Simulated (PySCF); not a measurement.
**NOF (nitrosyl fluoride) at BCCD(T)/STO-6G**

What is the energy change on altering one bond length of NOF (nitrosyl fluoride) at BCCD(T)/STO-6G? Input form: a Python script.

Program for the calculation: PySCF 2.14.0.

13 further runs of the same task are left out: 4 that didn't finish, 9 set aside as unsound or not needed.

## 1. The molecule

The species is NOF (3 atoms), meant as a singlet with charge 0. SMILES: `O=NF`. The coordinates come from a PBE0-D4/def2-TZVP relaxation.

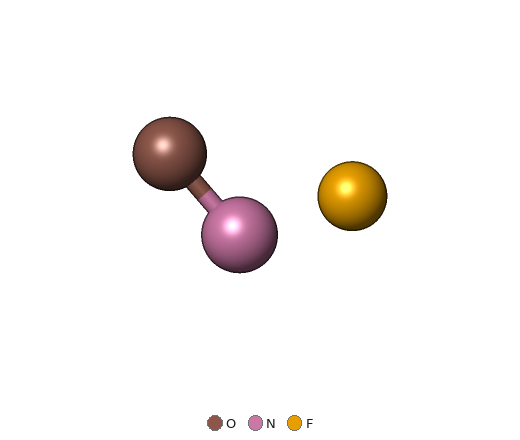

The structure, seen from a chosen angle (oxygen brown, nitrogen pink, fluorine amber).

## 2. A single-point energy at BCCD(T)/STO-6G

File run.py:

```python
from pyscf import gto, cc
from pyscf.cc.bccd import bccd_kernel_

system = gto.Mole()
system.atom = '''
O    0.868350   0.242970   0.504740
N    0.148930  -0.482540   0.029910
F   -1.017290   0.239580  -0.534650
'''
system.spin = 0
system.basis = 'sto-6g'
system.max_memory = 1860
system.charge = 0
system.verbose = 3
system.build()

mf = system.RHF()
mf.conv_tol = 1e-10
mf.kernel()
if not mf.converged:
    mf = mf.newton().run(mf.mo_coeff, mf.mo_occ)

mycc = cc.CCSD(mf, frozen=3).run()
mycc = bccd_kernel_(mycc, diis=True)
e_t = mycc.ccsd_t()
e_tot = mycc.e_tot + e_t
print('E = %.10f Eh' % e_tot)
```

Command:

```bash
OMP_NUM_THREADS=1 python run.py
```

The log of the run:

```text
converged SCF energy = -227.655188820313
E(CCSD) = -227.8295903959939  E_corr = -0.1744015756810494
BCCD loop starts.

[... 25 lines left out ...]
CCSD converged
[... 25 lines left out ...]
CCSD converged
[... 24 lines left out ...]
CCSD converged
[... 3 lines left out ...]
******** <class 'pyscf.cc.ccsd.CCSD'> ********
CC2 = 0
CCSD nocc = 9, nmo = 12
frozen orbitals 3
max_cycle = 50
direct = 0
conv_tol = 1e-07
conv_tol_normt = 1e-05
diis_space = 6
diis_start_cycle = 0
diis_start_energy_diff = 1e+09
Init E_corr(CCSD) = -0.179794692068531
cycle = 1  E_corr(CCSD) = -0.179795115271951  dE = -4.2320342e-07  norm(t1,t2) = 9.09018e-05
cycle = 2  E_corr(CCSD) = -0.179794555820672  dE = 5.59451279e-07  norm(t1,t2) = 2.46485e-05
cycle = 3  E_corr(CCSD) = -0.179794803779721  dE = -2.47959049e-07  norm(t1,t2) = 1.84141e-05
cycle = 4  E_corr(CCSD) = -0.179794417003871  dE = 3.86775851e-07  norm(t1,t2) = 4.74301e-06
cycle = 5  E_corr(CCSD) = -0.179794583467734  dE = -1.66463863e-07  norm(t1,t2) = 2.10115e-06
cycle = 6  E_corr(CCSD) = -0.179794657325255  dE = -7.38575207e-08  norm(t1,t2) = 9.36504e-07
CCSD converged
E(CCSD) = -227.8269060929019  E_corr = -0.1797946573252547
BCC iter:    3  E:    -227.826906092902  dE:    1.043e-07  |t1|:    1.516e-05

******** <class 'pyscf.cc.ccsd.CCSD'> ********
CC2 = 0
CCSD nocc = 9, nmo = 12
frozen orbitals 3
max_cycle = 50
direct = 0
conv_tol = 1e-07
conv_tol_normt = 1e-05
diis_space = 6
diis_start_cycle = 0
diis_start_energy_diff = 1e+09
Init E_corr(CCSD) = -0.179794566013284
cycle = 1  E_corr(CCSD) = -0.179794322761043  dE = 2.43252241e-07  norm(t1,t2) = 1.51615e-05
cycle = 2  E_corr(CCSD) = -0.179794449967832  dE = -1.27206789e-07  norm(t1,t2) = 3.80411e-06
cycle = 3  E_corr(CCSD) = -0.179794426173337  dE = 2.37944956e-08  norm(t1,t2) = 2.7987e-06
CCSD converged
E(CCSD) = -227.8269060630389  E_corr = -0.1797944261733369
BCC iter:    4  E:    -227.826906063039  dE:    2.986e-08  |t1|:    1.086e-06
CCSD(T) correction = -0.010693884037408
E = -227.8375999471 Eh
```

Wall time 1.2 s (1 thread of Arm Neoverse V1, shared host); peak memory 0.12 GiB.

## 3. The distorted shape, same level

File input.py:

```python
from pyscf import gto, scf, cc
from pyscf.cc.bccd import bccd_kernel_

molecule = gto.Mole()
molecule.atom = 'O 1.451469 -0.118096 0.787025; N 0.732049 -0.843606 0.312195; F -1.017290 0.239580 -0.534650'
molecule.spin = 0
molecule.max_memory = 1860
molecule.basis = 'sto-6g'
molecule.verbose = 3
molecule.build()

calc0 = scf.RHF(molecule)
calc0.conv_tol = 1e-10
calc0.kernel()
if not calc0.converged:
    calc0 = calc0.newton().run(calc0.mo_coeff, calc0.mo_occ)

mycc = cc.CCSD(calc0, frozen=3).run()
mycc = bccd_kernel_(mycc, diis=True)
e_t = mycc.ccsd_t()
e_tot = mycc.e_tot + e_t
print(f'total energy: {e_tot:.8f} hartree')
```

Command:

```bash
OMP_NUM_THREADS=1 python input.py
```

The log of the run:

```text
converged SCF energy = -227.469252269795
E(CCSD) = -227.780213214457  E_corr = -0.31096094466245
BCCD loop starts.

[... 29 lines left out ...]
CCSD converged
[... 31 lines left out ...]
CCSD converged
[... 25 lines left out ...]
CCSD converged
[... 22 lines left out ...]
CCSD converged
[... 3 lines left out ...]
******** <class 'pyscf.cc.ccsd.CCSD'> ********
CC2 = 0
CCSD nocc = 9, nmo = 12
frozen orbitals 3
max_cycle = 50
direct = 0
conv_tol = 1e-07
conv_tol_normt = 1e-05
diis_space = 6
diis_start_cycle = 0
diis_start_energy_diff = 1e+09
Init E_corr(CCSD) = -0.317752612152915
cycle = 1  E_corr(CCSD) = -0.317753725426287  dE = -1.11327337e-06  norm(t1,t2) = 2.00804e-05
cycle = 2  E_corr(CCSD) = -0.317752293626279  dE = 1.43180001e-06  norm(t1,t2) = 8.59277e-06
cycle = 3  E_corr(CCSD) = -0.317752507754334  dE = -2.14128055e-07  norm(t1,t2) = 8.13582e-06
cycle = 4  E_corr(CCSD) = -0.317752737794501  dE = -2.30040167e-07  norm(t1,t2) = 1.81962e-06
cycle = 5  E_corr(CCSD) = -0.317752661185838  dE = 7.66086625e-08  norm(t1,t2) = 1.25954e-06
CCSD converged
E(CCSD) = -227.7799364598701  E_corr = -0.3177526611858381
BCC iter:    4  E:    -227.779936459870  dE:    1.767e-07  |t1|:    1.906e-06
CCSD(T) correction = -0.0265689364945007
total energy: -227.80650540 hartree
```

Wall time 1.3 s (1 thread of Arm Neoverse V1, shared host); peak memory 0.1 GiB.

## 4. Outcome

At BCCD(T)/STO-6G, 3 core orbitals frozen:

| quantity | value |
| --- | --- |
| first shape: total energy | -227.83760 Eh |
| first shape: correlation energy (3 core orbitals frozen) | -182.4 mEh |
| first shape: (T) correction | -10.69 mEh |
| distorted shape: total energy | -227.80651 Eh |
| distorted shape: correlation energy (3 core orbitals frozen) | -337.3 mEh |
| distorted shape: (T) correction | -26.57 mEh |
| energy change with the N2–F3 bond stretched from 1.483 to 2.225 Å | 0.846 eV |

With the N2–F3 bond stretched from 1.483 to 2.225 Å the energy rises by 0.85 eV (81.6 kJ/mol). The first shape isn't relaxed at this level, so the change isn't measured from a minimum. A restricted reference can't describe the breaking bond well at this length. The minimal basis adds a large error of its own. The triples (first shape) make up 5.9 % of the correlation energy. The triples (distorted shape) make up 7.9 % of the correlation energy.
